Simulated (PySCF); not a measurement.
System (SMILES): O=BF.
Geometry (B3LYP-D3(BJ)/def2-TZVP, fixed):
```xyz
3

F      0.0000     0.0000    -1.1989
B      0.0000     0.0000     0.0871
O      0.0000     0.0000     1.2943
```

Basis-set convergence of the isotropic shielding of B2 at HF with PySCF. GIAO, no density fitting; atoms are numbered in the order shown. All functions are spherical. No added dispersion term, no relativity. Reference: the value in pcseg-3, 100.04 ppm, itself unsure by roughly 1.34 ppm (its distance from pcSseg-2). Deviations are taken from unrounded values. Cost is core time over that of cc-pVTZ, rough, on shared machines of one kind; a dash marks a row that isn't timed (too short, read off another run, short of memory, by another algorithm or on other hardware).

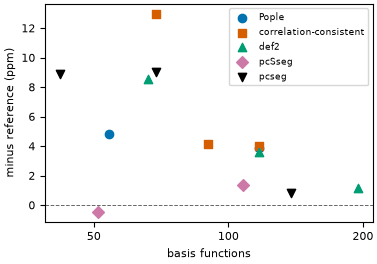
Figure. Deviation from the reference against the number of basis functions, by family of sets.

```
basis              functions  isotropic shielding of B2 (ppm)  minus reference (ppm)  cost
-----------------  ---------  -------------------------------  ---------------------  ----
pcseg-1                   42                           108.92                   8.88     -
pcSseg-1                  51                            99.57                  -0.46     -
6-311G**                  54                           104.88                   4.85     -
def2-SVPD                 66                           108.55                   8.52     -
aug-cc-pVDZ               69                           113.01                  12.98     -
aug-pcseg-1               69                           109.04                   9.00  0.4×
cc-pVTZ                   90                           104.16                   4.12    1×
pcSseg-2                 108                           101.37                   1.34    1×
6-311++G(3df,3pd)        117                           103.91                   3.87    1×
def2-TZVPPD              117                           103.64                   3.61    2×
jun-cc-pV(T+d)Z          117                           104.01                   3.97    2×
aug-pcseg-2              138                           100.83                   0.79    4×
def2-QZVPPD              195                           101.21                   1.18   10×
```
